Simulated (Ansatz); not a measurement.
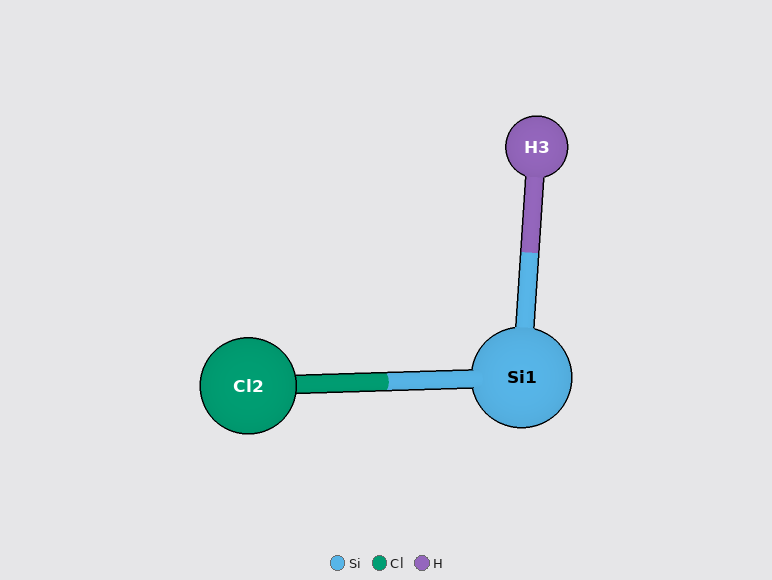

Harmonic vibrations computed with RKS PBE0-D4/def2-TZVP (Ansatz 0.2.0) at a stationary point of the same level.

> How many imaginary frequencies does it have?

A minimum: no imaginary frequency, and the lowest mode lies at 525 cm⁻¹.

> List the wavenumbers.

3 modes: 525, 811, 2019 cm⁻¹.
